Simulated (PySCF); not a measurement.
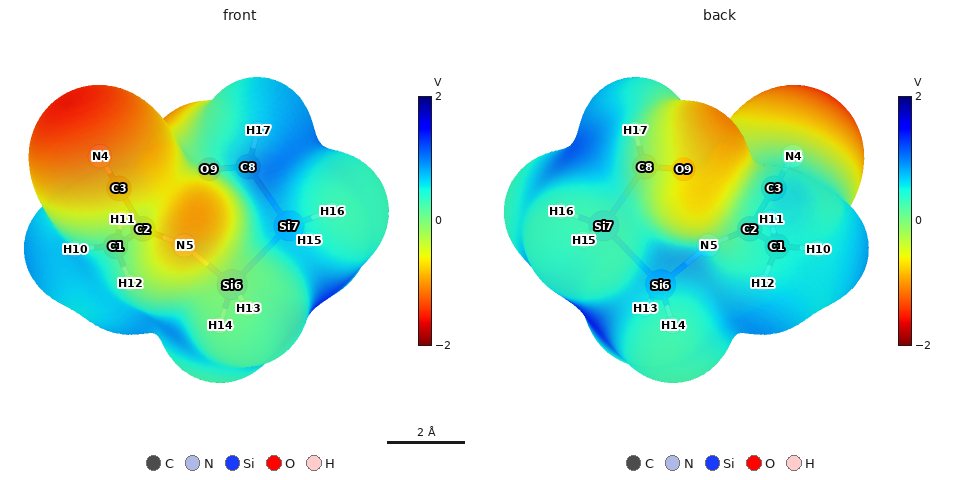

The picture shows: C4H8N2OSi2 (SMILES C/C(C#N)=N\[SiH2][SiH2]C=O). The molecular electrostatic potential painted on the density surface at 0.001 e/bohr³, seen from the front and from behind; red is negative and blue positive.

Geometry: GFN2-xTB.

All numbers below come from PBE0/pcSseg-1, SCF density, gas phase, non-relativistic in PySCF 2.14.0.

The calculation's input:

```
{"job": {"kind": "nmr", "xc": "PBE0", "basis": "pcSseg-1"}, "charge": 0, "multiplicity": 1}
C     -2.171766    -0.021531    -0.633750
C     -1.325457     0.623266     0.417139
C     -1.577044     2.014510     0.626307
N     -1.782004     3.127032     0.807901
N     -0.426689     0.087817     1.121443
Si     0.429828    -1.385680     1.149590
Si     2.332986    -0.797086    -0.051351
C      1.799672     0.780739    -0.995605
O      0.803048     0.786763    -1.680231
H     -3.207956     0.311733    -0.563167
H     -1.786382     0.272547    -1.611784
H     -2.115754    -1.104242    -0.544918
H      0.637981    -1.579272     2.582703
H     -0.223996    -2.587040     0.598110
H      2.702660    -1.769524    -1.082574
H      3.541063    -0.474680     0.712279
H      2.362810     1.726679    -0.862002
```

Command:

```sh
OMP_NUM_THREADS=1 python probes_run.py task.json out
```

### Which sites attract a positive test charge, and which a negative one?

A positive charge is drawn to the negative regions and a negative charge to the positive ones. The most negative region (about −1.6 V) lies over N4, the most positive (about +1.3 V) over Si6 and Si7. N4 is the likeliest acceptor of a hydrogen bond.
